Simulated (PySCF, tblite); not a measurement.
# C5H6FNSi: geometry, infrared bands and NMR shifts

Wanted: the infrared bands and NMR shifts of C5H6FNSi (`C#C[Si@](N)(F)C#CC`), by calculation.

The runs use tblite 0.8.0 and PySCF 2.14.0, with density-fitted response routines of our own; the level of theory stands in each step. All values are computed, except where a source is named. Atoms are numbered from 0 throughout.

### 1 The molecule as given

14 atoms, charge 0, multiplicity 1; geometry from: force field or distance geometry start.

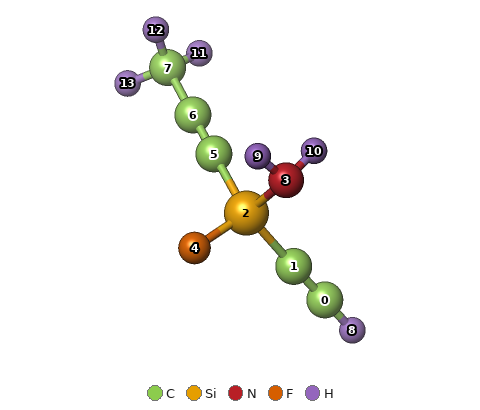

The starting geometry (carbon green, silicon amber, nitrogen red, fluorine orange, hydrogen purple), atoms numbered.

### 2 Optimising the geometry with GFN2-xTB

What the job is given:

```
{"job": {"kind": "relax", "xc": "GFN2-xTB", "basis": "xTB"}, "charge": 0, "multiplicity": 1}
C     -3.020700    -1.959700     0.262900
C     -2.362700    -0.995600    -0.024400
Si    -1.312300     0.483100    -0.436000
N     -1.584500     1.727300     0.693200
F     -1.769300     1.087500    -1.843700
C      0.509100     0.138900    -0.482500
C      1.696800    -0.074200    -0.503400
C      3.141000    -0.339300    -0.525300
H     -3.625000    -2.805600     0.510400
H     -1.098100     2.540100     0.365700
H     -1.121600     1.443900     1.559200
H      3.413400    -1.046700     0.264700
H      3.699300     0.580600    -0.376500
H      3.433900    -0.780900    -1.491400
```

On the command line:

```bash
OMP_NUM_THREADS=1 python probes_run.py task.json out
```

This one command runs all jobs of the session in turn.

Log:

```text
step      E/eV     max force
  0    -627.74224    1.285
  1    -627.78704    0.970
  2    -627.79971    1.664
  3    -627.83658    0.546
  4    -627.86334    0.892
  5    -627.88066    2.098
  6    -627.91129    0.592
  7    -627.92272    0.384
  8    -627.93014    0.306
  9    -627.93518    0.230
 10    -627.94014    0.219
 11    -627.94431    0.227
 12    -627.94778    0.148
 13    -627.95036    0.133
 14    -627.95254    0.165
 15    -627.95602    0.180
 16    -627.95975    0.143
 17    -627.96224    0.110
 18    -627.96366    0.114
 19    -627.96482    0.099
 20    -627.96586    0.083
 21    -627.96676    0.081
 22    -627.96743    0.066
 23    -627.96790    0.064
 24    -627.96831    0.051
 25    -627.96880    0.064
 26    -627.96942    0.071
 27    -627.97023    0.094
 28    -627.97133    0.108
 29    -627.97291    0.138
 30    -627.97496    0.158
 31    -627.97699    0.114
 32    -627.97839    0.091
 33    -627.97922    0.085
 34    -627.98018    0.097
 35    -627.98139    0.108
 36    -627.98255    0.085
 37    -627.98332    0.075
 38    -627.98382    0.067
 39    -627.98434    0.081
 40    -627.98482    0.093
 41    -627.98515    0.051
 42    -627.98533    0.030
 43    -627.98546    0.036
 44    -627.98558    0.051
 45    -627.98571    0.052
 46    -627.98582    0.026
 47    -627.98592    0.030
 48    -627.98603    0.047
 49    -627.98615    0.047
 50    -627.98629    0.039
 51    -627.98643    0.034
 52    -627.98654    0.024
 53    -627.98663    0.037
 54    -627.98675    0.034
 55    -627.98691    0.044
 56    -627.98710    0.053
 57    -627.98730    0.041
 58    -627.98745    0.042
 59    -627.98755    0.028
 60    -627.98767    0.035
 61    -627.98782    0.046
 62    -627.98800    0.057
 63    -627.98820    0.075
 64    -627.98834    0.035
 65    -627.98842    0.020
 66    -627.98847    0.030
 67    -627.98852    0.038
 68    -627.98857    0.034
 69    -627.98860    0.014
 70    -627.98862    0.010
 71    -627.98863    0.013
 72    -627.98865    0.021
 73    -627.98868    0.024
 74    -627.98871    0.018
 75    -627.98874    0.011
 76    -627.98875    0.011
 77    -627.98877    0.016
 78    -627.98881    0.026
 79    -627.98889    0.036
 80    -627.98902    0.040
 81    -627.98916    0.031
 82    -627.98924    0.014
 83    -627.98927    0.011
 84    -627.98928    0.010
```

Wall time 0.9 s (1 thread of Arm Neoverse N1, shared host).

Relaxation path: (not every step is listed)

```
step  energy from step 0 (eV)  largest force (eV/Å)
   0                   0.0000                1.2853
   1                  -0.0448                0.9701
   2                  -0.0575                1.6639
   3                  -0.0943                0.5462
   4                  -0.1211                0.8917
   5                  -0.1384                2.0983
   6                  -0.1690                0.5922
   7                  -0.1805                0.3837
   8                  -0.1879                0.3064
  15                  -0.2138                0.1800
  22                  -0.2252                0.0659
  29                  -0.2307                0.1384
  36                  -0.2403                0.0852
  43                  -0.2432                0.0360
  50                  -0.2441                0.0387
  57                  -0.2451                0.0409
  64                  -0.2461                0.0351
  71                  -0.2464                0.0131
  78                  -0.2466                0.0260
  79                  -0.2466                0.0356
  80                  -0.2468                0.0396
  81                  -0.2469                0.0306
  82                  -0.2470                0.0137
  83                  -0.2470                0.0114
  84                  -0.2470                0.0097
```

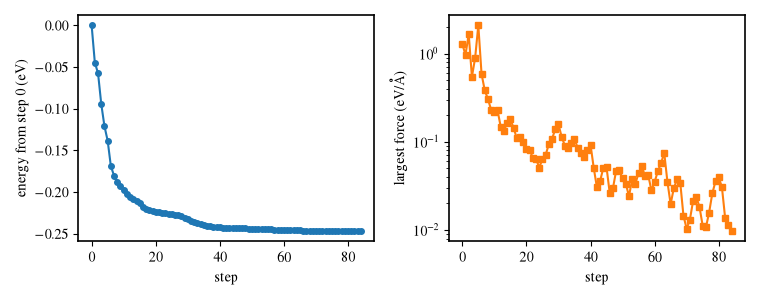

Energy and largest force along the relaxation.

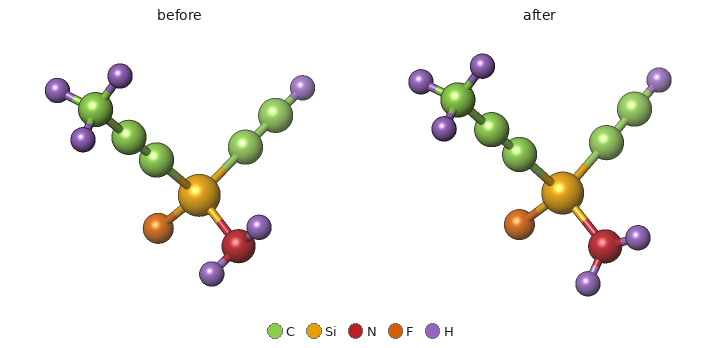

The geometry before (left) and after (right).

Close pairs (by a distance rule), those that changed most:

```
  bond  before (Å)  after (Å)  change (Å)
 C6–C7       1.468      1.445      -0.024
N3–H10       1.022      1.005      -0.017
 C0–H8       1.069      1.052      -0.017
Si2–F4       1.599      1.615      +0.016
Si2–N3       1.702      1.716      +0.014
C1–Si2       1.860      1.848      -0.012
C7–H13       1.102      1.090      -0.012
Si2–C5       1.854      1.847      -0.007
```

The end geometry stands in the next job.

### 3 Vibrational analysis with GFN2-xTB

What the job is given:

```
{"job": {"kind": "ir", "xc": "GFN2-xTB", "basis": "xTB"}, "charge": 0, "multiplicity": 1}
C     -2.820287    -1.955956     0.248568
C     -2.200389    -0.957749     0.001670
Si    -1.214028     0.558373    -0.376961
N     -1.685248     1.801581     0.707885
F     -1.627893     1.136392    -1.826797
C      0.578606     0.123912    -0.468911
C      1.750576    -0.150153    -0.518069
C      3.155750    -0.477776    -0.587711
H     -3.371237    -2.827102     0.458603
H     -1.527359     2.762254     0.453076
H     -1.591214     1.672177     1.699811
H      3.409573    -1.195813     0.192059
H      3.754922     0.422598    -0.450723
H      3.387549    -0.913212    -1.559645
```

Log:

```text
mode    cm-1     km/mol
  1      32.1      0.01
  2      55.8      0.05
  3      79.9      1.71
  4     108.0      3.94
  5     138.8      1.09
  6     167.9      8.49
  7     216.2      2.89
  8     234.2     11.33
  9     257.9     43.50
 10     286.8     28.77
 11     297.0     25.95
 12     328.5     12.00
 13     335.2     26.18
 14     460.8    187.93
 15     517.5     69.44
 16     674.0     12.44
 17     679.6     23.64
 18     694.5    222.62
 19     767.2     46.43
 20     848.2    319.88
 21     927.8    215.43
 22    1015.9      6.47
 23    1016.8      4.90
 24    1111.9     15.72
 25    1383.3      2.24
 26    1449.1      6.20
 27    1450.0      6.90
 28    1514.3     58.16
 29    2224.3     47.90
 30    2333.0    252.94
 31    3000.9     19.98
 32    3002.6     19.64
 33    3008.9     25.41
 34    3360.1      2.90
 35    3495.8      9.21
 36    3540.8      0.83
```

Wall time 0.73 s (1 thread of Arm Neoverse N1, shared host).

The strongest bands and the atoms that carry them (share of the mass-weighted mode):

```
cm⁻¹  km/mol                                 atoms
 461   187.9            H10 43 %, H9 35 %, N3 21 %
 518    69.4            Si2 22 %, C7 20 %, N3 10 %
 694   222.6   Si2 41 %, C0 18 %, H8 18 %, C1 10 %
 848   319.9  Si2 35 %, F4 20 %, H9 18 %, H10 17 %
 928   215.4                     N3 46 %, Si2 40 %
1514    58.2            H10 45 %, H9 44 %, N3 11 %
2224    47.9                      C1 56 %, C0 34 %
2333   252.9                      C6 53 %, C5 46 %
```

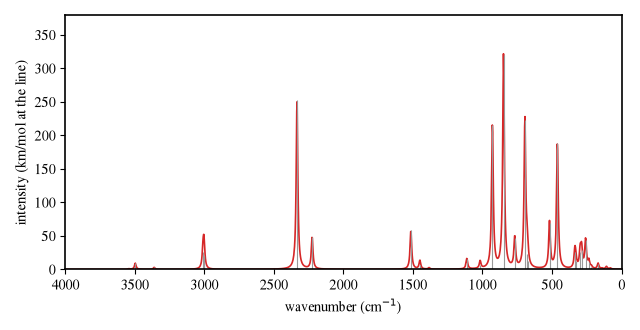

The infrared spectrum from these modes, unscaled. Lines are broadened to a width of 14 cm⁻¹ (Lorentzian).

### 4 NMR shieldings: PBE0/pcSseg-1

Same as in step 3 but for these lines:

```diff
@@ -1,2 +1,2 @@
-{"job": {"kind": "ir", "xc": "GFN2-xTB", "basis": "xTB"}, "charge": 0, "multiplicity": 1}
+{"job": {"kind": "nmr", "xc": "PBE0", "basis": "pcSseg-1"}, "charge": 0, "multiplicity": 1}
 C     -2.820287    -1.955956     0.248568
```

Method: GIAO PBE0/pcSseg-1 NMR shielding, non-relativistic, gas phase.

Log:

```text
coarse grid: 12928 points
cycle   1  E = -637.4869256823  dE =  9.507e-01  |g| = 7.604e-01  |ddm| = 3.891e+00
cycle   2  E = -637.4394353043  dE =  4.749e-02  |g| = 9.580e-01  |ddm| = 1.397e+00
cycle   3  E = -637.6001853700  dE = -1.608e-01  |g| = 1.467e-01  |ddm| = 7.690e-01
cycle   4  E = -637.6040604871  dE = -3.875e-03  |g| = 6.579e-02  |ddm| = 1.483e-01
cycle   5  E = -637.6049919705  dE = -9.315e-04  |g| = 2.719e-02  |ddm| = 5.847e-02
cycle   6  E = -637.6051589303  dE = -1.670e-04  |g| = 3.052e-03  |ddm| = 2.319e-02
cycle   7  E = -637.6051604255  dE = -1.495e-06  |g| = 1.478e-03  |ddm| = 3.665e-03
final grid: 122800 points
cycle   8  E = -637.6569550620  dE = -2.778e-05  |g| = 8.226e-03  |ddm| = 3.784e-02
cycle   9  E = -637.6569443543  dE =  1.071e-05  |g| = 1.095e-02  |ddm| = 1.495e-02
cycle  10  E = -637.6569693077  dE = -2.495e-05  |g| = 1.876e-03  |ddm| = 8.176e-03
cycle  11  E = -637.6569701134  dE = -8.057e-07  |g| = 5.115e-04  |ddm| = 1.693e-03
cycle  12  E = -637.6569701706  dE = -5.723e-08  |g| = 1.599e-04  |ddm| = 4.594e-04
cycle  13  E = -637.6569701756  dE = -4.960e-09  |g| = 6.532e-05  |ddm| = 1.441e-04
cycle  14  E = -637.6569701765  dE = -9.568e-10  |g| = 2.251e-05  |ddm| = 5.846e-05
converged SCF energy = -637.6569701765

GIAO shielding tensors (ppm)
atom      isotropic    diamagn.    paramagn.     s11        s22        s33       span
  0 C       88.746     259.761    -171.015      2.164     11.193    252.882    250.718
  1 C       98.123     261.876    -163.753     -0.366      4.448    290.287    290.654
  2 Si     408.532     879.224    -470.692    387.224    396.811    441.561     54.338
  3 N      239.244     318.966     -79.721    204.635    248.979    264.118     59.483
  4 F      333.306     467.872    -134.566    303.112    326.285    370.521     67.409
  5 C      100.774     262.922    -162.147     14.335     15.819    272.169    257.834
  6 C       78.019     273.270    -195.251    -15.855    -13.349    263.260    279.115
  7 C      181.348     251.822     -70.474    173.037    173.085    197.922     24.885
  8 H       29.967      32.896      -2.929     24.854     24.921     40.125     15.271
  9 H       30.677      29.828       0.850     24.057     26.279     41.696     17.639
 10 H       31.132      31.567      -0.434     24.778     26.853     41.766     16.989
 11 H       29.669      29.333       0.336     24.666     28.058     36.284     11.617
 12 H       29.688      27.740       1.947     24.620     27.930     36.512     11.892
 13 H       29.617      27.427       2.190     24.576     27.878     36.396     11.820
```

Run time: 43 s. Hardware: 1 thread of Arm Neoverse N1, shared host; peak memory 0.77 GiB.

Shifts follow as δ = σ(reference) − σ, with reference shieldings (ppm) from runs at the same level and on the same kind of geometry: 1H TMS 31.72, 13C TMS 186.9, 29Si TMS 349.2, 19F CFCl3 170.9, 15N NH3 267.7. The references are single molecules in the gas phase, so shifts against H2O, NH3, PH3, H3PO4 or CFCl3 are not on the usual liquid scales and can be off by tens of ppm. Atoms listed in one row are averaged.

```
        atoms                              environment  σ (ppm)  δ (ppm)  δ scaled to CDCl3
           C6                            alkyne carbon     78.0    108.9              104.4
           C0                   terminal alkyne carbon     88.7     98.2               93.9
           C1                            alkyne carbon     98.1     88.8               84.8
           C5                            alkyne carbon    100.8     86.2               82.2
           C7                propargylic methyl carbon    181.3      5.6                3.5
H11, H12, H13  hydrogen on a propargylic methyl carbon    29.66     2.06               2.05
           H8     hydrogen on a terminal alkyne carbon    29.97     1.75               1.76
      H9, H10      hydrogen on a nitrogen bonded to Si    30.90     0.81                  –
          Si2              silicon bonded to 2 C, F, N    408.5    -59.4                  –
           N3               nitrogen bonded to Si, 2 H    239.2     28.5                  –
           F4                    fluorine bonded to Si    333.3   -162.4                  –
```

The scaled column applies a straight-line fit of computed shieldings to shifts measured in CDCl3, and one for carbons that bear F (root-mean-square error 0.16 ppm for H, 1.9 ppm for C).

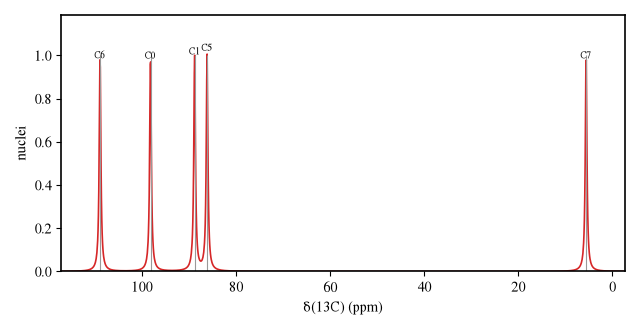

13C lines at the computed shifts, without couplings. Lines are broadened to a width of 0.41 ppm (Lorentzian).

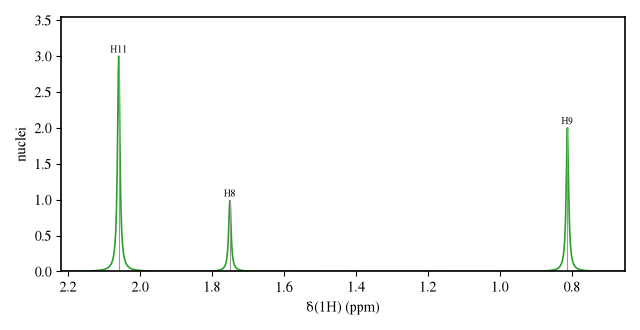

1H lines at the computed shifts, without couplings. Lines are broadened to a width of 0.01 ppm (Lorentzian).

The run also stored atomic charges by several schemes (e):

```
atoms  Mulliken    IAO  Hirshfeld  ESP fit
   C0     -0.16  -0.17      -0.07    -0.24
   C1     -0.19  -0.35      -0.16    -0.34
  Si2      1.15   1.45       0.50     1.36
   N3     -0.62  -0.85      -0.31    -1.18
   F4     -0.41  -0.53      -0.20    -0.37
   C5     -0.44  -0.43      -0.20    -0.79
   C6     -0.10   0.03      -0.01     0.42
   C7     -0.16  -0.44      -0.09    -0.58
```

Hirshfeld charges:

C0 -0.07; C1 -0.16; Si2 0.50; N3 -0.31; F4 -0.20; C5 -0.20; C6 -0.01; C7 -0.09; H8 0.10; H9 0.13; H10 0.12; H11 0.07; H12 0.07; H13 0.07

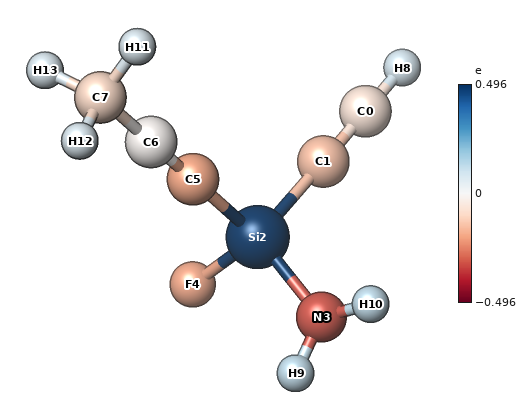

Hirshfeld charges, as colours on the atoms.

Mayer bond orders: C0–C1 2.55, C1–Si2 0.88, Si2–N3 1.10, Si2–F4 0.97, Si2–C5 0.95, C5–C6 2.54, C6–C7 1.17.

### 5 Results

| quantity | value |
| --- | --- |
| strongest single infrared mode (GFN2-xTB) | 848 cm⁻¹, 320 km/mol |
| zero-point energy (GFN2-xTB) | 58.6 kcal/mol |
| 13C shifts against TMS (PBE0/pcSseg-1) | 108.9, 98.2, 88.8, 86.2, 5.6 ppm |
| 1H shifts against TMS (PBE0/pcSseg-1, means over atoms taken as alike) | 2.06, 1.75, 0.81 ppm |
| 29Si shifts against TMS (PBE0/pcSseg-1) | -59.4 ppm |
| 15N shifts against NH3 (PBE0/pcSseg-1) | 28.5 ppm |
| 19F shifts against CFCl3 (PBE0/pcSseg-1) | -162.4 ppm |

What this shows: Relaxing lowered the energy by 0.247 eV in 84 steps; the close pair that moved most is C6–C7, from 1.468 to 1.445 Å. All 36 modes are real, so the xTB geometry is a minimum. The strongest single mode, at 848 cm⁻¹, has its largest shares on Si2, F4, H9 and H10 (the list is cut at 4 atoms). Unscaled tight-binding wavenumbers are off by several per cent, some by more. Its intensities can rank the bands wrongly.
